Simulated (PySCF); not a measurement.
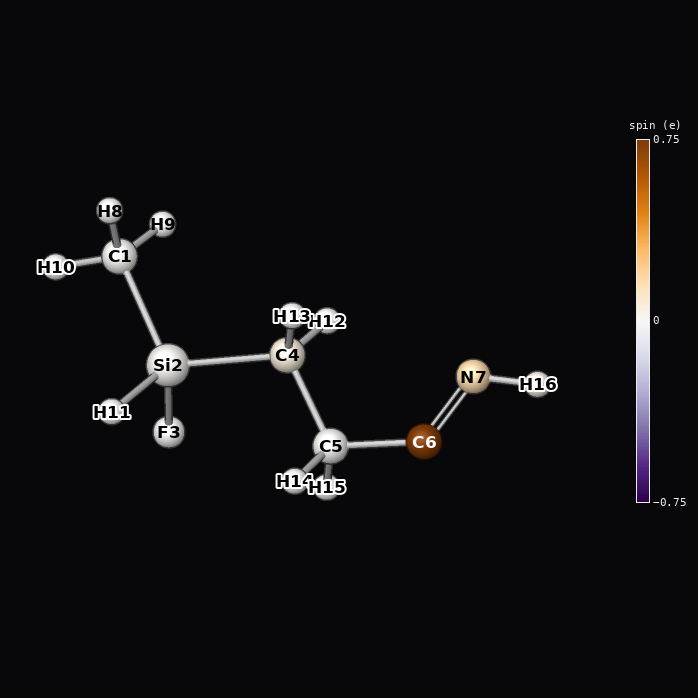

Atoms are coloured by their Mulliken spin populations. State: neutral, doublet. The computed structure is the end point of a GFN2-xTB optimisation. No frequency run is at hand to confirm it as a minimum. Level of theory: UKS B3LYP, pcH-1 on C F H N Si, non-relativistic (PySCF 2.14.0).

**Which atom carries the largest spin population?**

C6 (0.74 e).

**Which atom has the lowest spin population?**

C1, F3, C5, H8, H9, H10, H11, H12, H13, H14, H15 (0.00 e).

List the Mulliken spin populations.

```tsv
atom	value (e)
C1	0.00
Si2	0.01
F3	0.00
C4	0.06
C5	0.00
C6	0.74
N7	0.16
H8	0.00
H9	0.00
H10	0.00
H11	0.00
H12	0.00
H13	0.00
H14	0.00
H15	0.00
H16	0.04
```

Mulliken values depend strongly on the basis set. The geometry is semi-empirical. Around Si such bond lengths and angles can be off by a tenth of an ångström or more and by several degrees, and values that hang on the shape move with them.
